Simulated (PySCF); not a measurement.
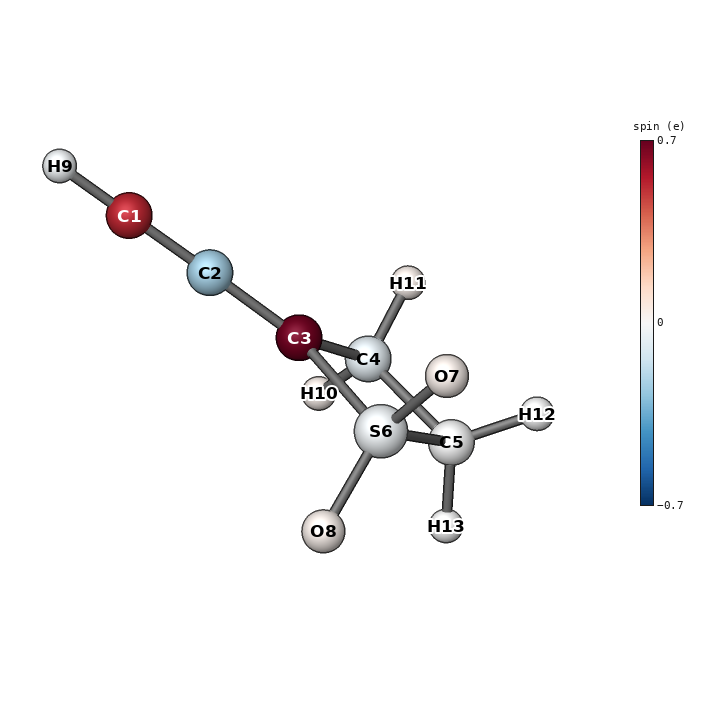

Atoms are coloured by their Mulliken spin populations. The species is neutral and a spin doublet. The geometry was computed by an optimisation with GFN2-xTB. No frequency run is at hand to confirm it as a minimum. Properties computed with UKS B3LYP, pcH-1 on C H O S, non-relativistic (PySCF 2.14.0).

### Which atom carries the largest spin population?

C3 (0.68 e).

### Which atom has the lowest spin population?

C2 (−0.24 e); a negative value comes from spin polarisation.

Give the Mulliken spin populations atom by atom.

```tsv
atom	value (e)
C1	0.53
C2	−0.24
C3	0.68
C4	−0.06
C5	0.00
S6	−0.03
O7	0.03
O8	0.03
H9	−0.02
H10	0.04
H11	0.04
H12	0.00
H13	0.00
```

Mulliken values depend strongly on the basis set.
